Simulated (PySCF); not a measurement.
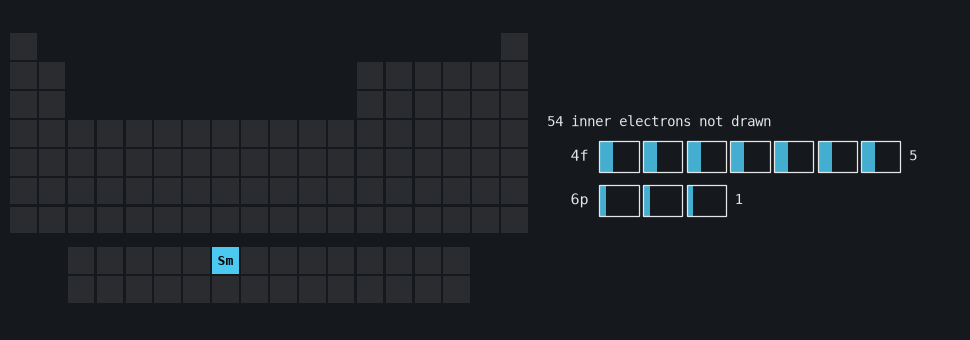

Figure 1. Left, the place of samarium in the periodic table; right, the outer shells of the nominal configuration: a box for each of the 2l + 1 orbitals, shaded by the share of the shell that is filled, with the electron count at the right.

## Run report: Sm²⁺, atomic calculation

- system: Sm²⁺, configuration 1s2 2s2 2p6 3s2 3p6 3d10 4s2 4p6 4d10 4f5 5s2 5p6 6p1, multiplicity 7.
- method: unrestricted r2SCAN0, ANO-RCC-VTZP, spin-free X2C-1e, Gaussian nucleus (PySCF)

Summary:

- outcome: converged
- total energy: −10425.2148 hartree
- ⟨S²⟩: 12.004
- ⟨L²⟩: 26.02
- SCF iterations: 7
- hardware: 1 CPU thread, shared host
- CPU time: 9.3 s (integrals apart)

Remarks:

The driver held the occupations shell by shell, and empty f and d levels lie below the filled 6p. The script shown fixes the counts by irreducible representation only, so by itself it can fall to another configuration. This is not the ground configuration of the species. ⟨L²⟩ departs from that of the intended term, so the determinant mixes terms.

Input file:
```python
from pyscf import gto, scf, dft, mp, cc
import basis_set_exchange as bse
mol = gto.M(atom="Sm 0 0 0", charge=2, spin=6, symmetry="D2h",
            basis=gto.basis.parse(bse.get_basis("ANO-RCC-VTZP", elements=["Sm"], fmt="nwchem", header=False)),
            nucmod="G")
mf = dft.UKS(mol, xc="HYB_MGGA_XC_R2SCAN0").sfx2c1e()
mf.irrep_nelec = {'Ag': (9, 9), 'B1g': (2, 2), 'B2g': (2, 2), 'B3g': (2, 2), 'Au': (1, 0), 'B1u': (6, 4), 'B2u': (6, 4), 'B3u': (5, 4)}
mf.kernel()
```

The script is an equivalent of what the driver set up; the driver started from orbitals of its own, so the log can be shorter than this script's would be, and it computed the properties (radii, ⟨L²⟩, response) afterwards. It held the occupations shell by shell, which the script's counts by irreducible representation don't always enforce.

The run was one of a batch that the task file lists, launched with:
```bash
OMP_NUM_THREADS=1 python <driver script> TASK.json OUT
```

The program's output (extracts):
```
damping factor = 0
level_shift factor = 0
DIIS = <class 'pyscf.scf.diis.CDIIS'>
diis_start_cycle = 1
diis_space = 10
diis_damp = 0
SCF conv_tol = 1e-09
SCF conv_tol_grad = None
number electrons alpha = 33  beta = 27
XC functionals = HYB_MGGA_XC_R2SCAN0
    M. Bursch, H. Neugebauer, S. Ehlert, and S. Grimme.,  J. Chem. Phys. 156, 134105 (2022)
cycle= 1 E= -10425.2142633553  delta_E= -0.011  |g|= 0.0663  |ddm|= 0.108
cycle= 2 E= -10425.2144332735  delta_E= -0.00017  |g|= 0.0517  |ddm|= 0.0259
cycle= 3 E= -10425.2147983012  delta_E= -0.000365  |g|= 0.00635  |ddm|= 0.014
cycle= 4 E= -10425.2148044452  delta_E= -6.14e-06  |g|= 0.000438  |ddm|= 0.00206
cycle= 5 E= -10425.2148045236  delta_E= -7.83e-08  |g|= 5.09e-05  |ddm|= 0.000471
cycle= 6 E= -10425.2148045251  delta_E= -1.5e-09  |g|= 5.29e-06  |ddm|= 6.94e-05
cycle= 7 E= -10425.2148045251  delta_E= -3.64e-12  |g|= 8.21e-07  |ddm|= 9.05e-06
converged SCF energy = -10425.2148045251  <S^2> = 12.004182  2S+1 = 7.0011947
```

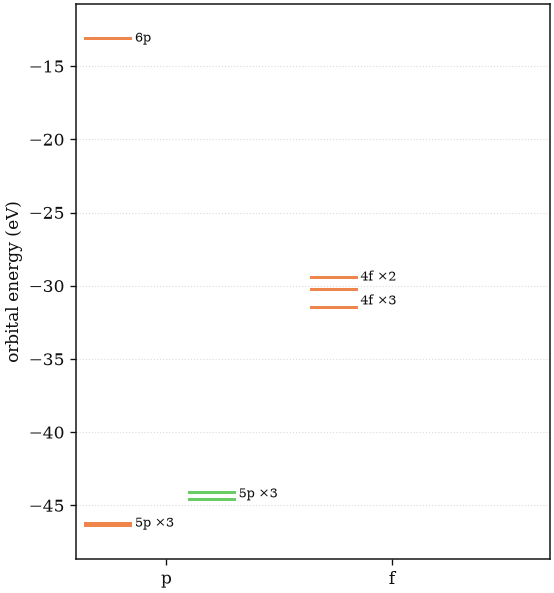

Figure 2. Orbital energies of the mean field, from the top down to −46.4 eV, by angular momentum, α spin at the left of each column and β at the right; ×n counts the orbitals under one label. Empty levels that the record names by l alone aren't drawn. The highest filled orbital is 6p α at −13.1 eV, the lowest empty one f α at −21.9 eV.
